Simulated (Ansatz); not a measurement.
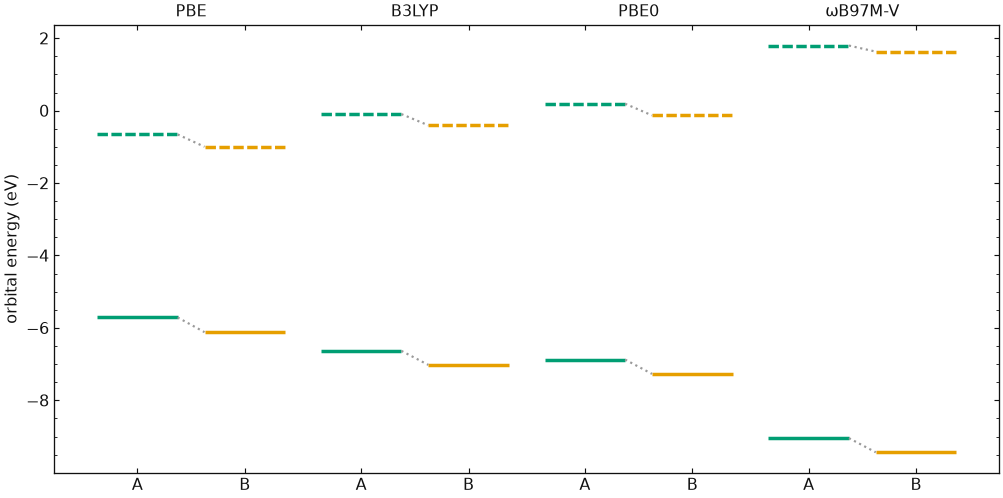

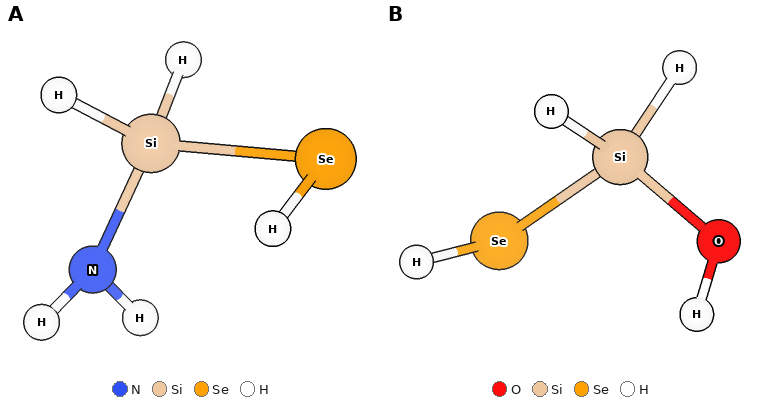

One change: A, SiNH₅Se (SMILES N[SiH2][SeH]), becomes B, SiH₄SeO (SMILES O[SiH2][SeH]). NH₂ on Si is replaced by OH. HOMO (solid) and LUMO (dashed) computed in def2-TZVPP at PBE0-D4/def2-TZVP geometries, both minima by their frequencies, gas phase, the Ansatz code. Empty levels above zero depend strongly on the basis.

What does the change do to HOMO and LUMO?

PBE: the HOMO falls by 0.41 eV, the LUMO falls by 0.34 eV, and the separation goes from 5.05 to 5.12 eV. B3LYP: the HOMO falls by 0.39 eV, the LUMO falls by 0.31 eV, and the separation goes from 6.54 to 6.62 eV. PBE0: the HOMO falls by 0.40 eV, the LUMO falls by 0.32 eV, and the separation goes from 7.07 to 7.14 eV. ωB97M-V: the HOMO falls by 0.39 eV, the LUMO falls by 0.17 eV, and the separation goes from 10.84 to 11.07 eV.

Do the functionals agree on the effect?

They agree on the direction for both levels; the HOMO shift lies between −0.41 and −0.39 eV and the LUMO shift between −0.34 and −0.17 eV, while the separations themselves differ by up to 5.9 eV between functionals.
